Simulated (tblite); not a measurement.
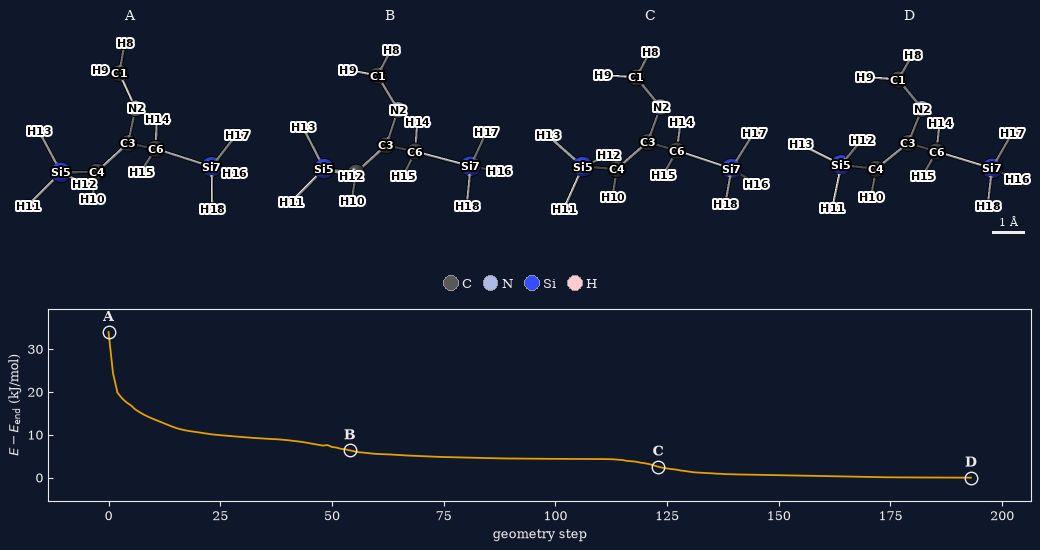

Frames of a relaxation of C4H11NSi2, marked on the history of the run. A ball-and-stick model, seen at a tilt.

These are results of GFN2-xTB geometry optimisation, gas phase (tblite 0.8.0), not measurements. 

### Describe the path.

The energy falls by 34.0 kJ/mol in 193 geometry steps. H12 moves most after the best rigid fit: 1.41 Å. Largest moves by element: H 1.41 Å, C 0.53 Å, N 0.41 Å, Si 0.29 Å. Some distances before and after: C6–Si7 1.873 → 1.911 Å, Si7–H17 1.494 → 1.459 Å, C4–Si5 1.837 → 1.869 Å, Si7–H18 1.495 → 1.464 Å. Bond angles that change, for instance: C1–N2–C3 116.0° → 124.5°, N2–C3–C6 117.3° → 112.1°, C3–C6–Si7 115.2° → 110.1°. Groups turn about N2–C3 by about 50°, C4–Si5 by about 45°. From step 0 to 54: H9 moves most (0.67 Å), energy −27.6 kJ/mol. From step 54 to 123: H atoms move most (0.68 Å), energy −3.81 kJ/mol. From step 123 to 193: H12 moves most (0.55 Å), energy −2.56 kJ/mol.

```csv
step,"E − E(0), kJ/mol"
0,0.00
1,-9.60
2,-14.14
3,-15.43
4,-16.40
5,-17.10
6,-18.08
7,-18.72
8,-19.33
9,-19.83
10,-20.28
20,-23.38
29,-24.41
39,-25.12
49,-26.37
58,-28.25
68,-28.87
77,-29.20
87,-29.46
97,-29.57
106,-29.60
116,-30.05
126,-31.99
135,-32.96
145,-33.29
154,-33.47
164,-33.69
174,-33.89
183,-33.95
193,-33.98
```
